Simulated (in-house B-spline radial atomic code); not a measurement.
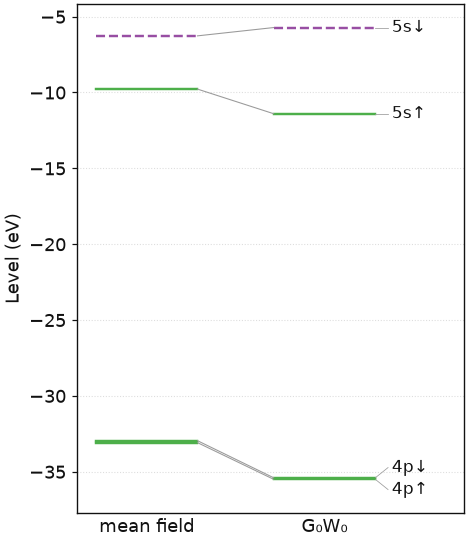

Mean-field and G₀W₀ levels (solid occupied, dashed empty) for Sr⁺ ([Kr] 5s). All-electron spherical atom, scalar X2C, PBE with 50 % exact exchange start, no spin-orbit coupling, Breit or QED terms; computed with a B-spline radial code. The quasi-particle equation is solved at full frequency; levels of low quasi-particle weight Z are left out.

What does the figure show?

G₀W₀ moves the highest occupied level, 5s↑, from −9.78 to −11.40 eV (renormalisation factor Z = 0.95); the measured removal energy is 11.03 eV, so the error is +0.37 eV. The empty level 5s↓ goes from −6.27 to −5.72 eV.

```csv
Level,Mean field (eV),Σx − vxc (eV),Σc (eV),Z,G₀W₀ (eV)
5s↓,−6.27,1.97,−1.42,0.92,−5.72
5s↑,−9.78,−0.66,−0.96,0.95,−11.40
4p↓,−32.96,−2.44,0.00,0.88,−35.40
4p↑,−33.09,−2.46,0.04,0.87,−35.51
```
